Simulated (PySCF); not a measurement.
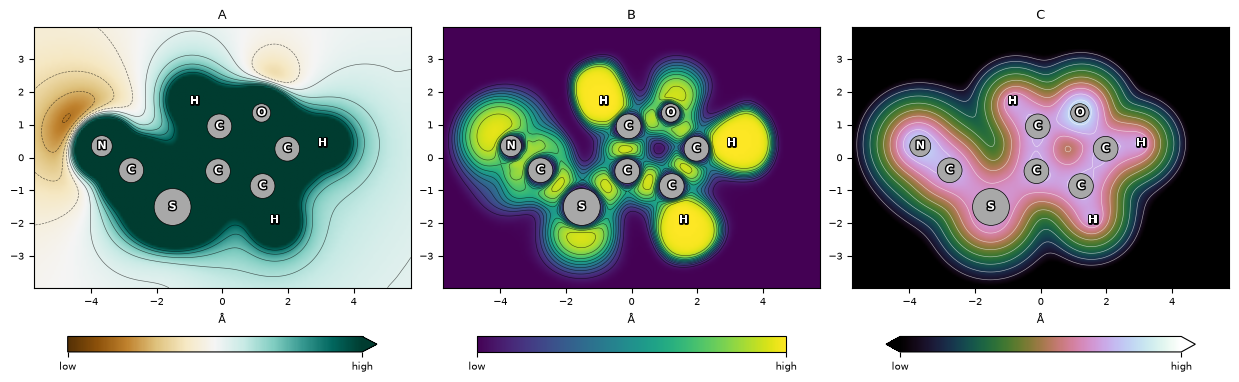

C₅H₃NOS: 3 fields on the molecular plane, with unlabelled colour scales. Grey discs cover the atomic cores.

Geometry: PBE0-D3(BJ)/def2-SVP.

The calculation used PBE0/pcSseg-1, SCF density, gas phase, non-relativistic in PySCF.

Question: The panels show electron density, electron localisation function and electrostatic potential in some order. Assign them.

Answer: Panel A: electrostatic potential (strongly positive close to the atoms, with negative regions outside electron-rich atoms). Panel B: electron localisation function. Panel C: electron density. From the grid: C–N (1.16 Å): ρ at the midpoint is about 3.4 e/Å³; the ELF peaks at about 0.85 between the atoms: a multiple bond. C–O (1.34 Å): ρ is about 2.4 e/Å³ halfway; the ELF peaks at about 0.90 between the atoms: a shared but strongly polarised pair.
